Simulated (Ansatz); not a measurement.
## Hypothetical simple cubic Pt, pressure series

Consider Pt in the simple cubic structure (space group Pm-3m, No. 221; a = 2.624 Å; a hypothetical phase, not in the database extracts checked).

Cell and atoms are relaxed at each pressure.

All numbers come from Ansatz (a quantum-chemistry and plane-wave program), PBE, PAW, cutoff 420 eV, scalar-relativistic without spin-orbit coupling.

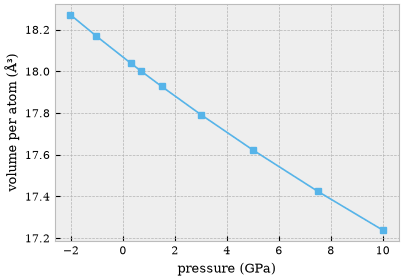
Figure. Volume against pressure

Q: Estimate the zero-pressure bulk modulus from the plot.

A: About 190 GPa; a third-order Birch–Murnaghan fit to the points gives V₀ = 18.07 Å³/atom, B₀ = 187 GPa and B₀′ = 5.5.

Load acts through the strain it causes; cell and atoms are relaxed under it. No phonon test of stability was made. Competing high-pressure phases were not computed. All final runs are without spin polarisation.
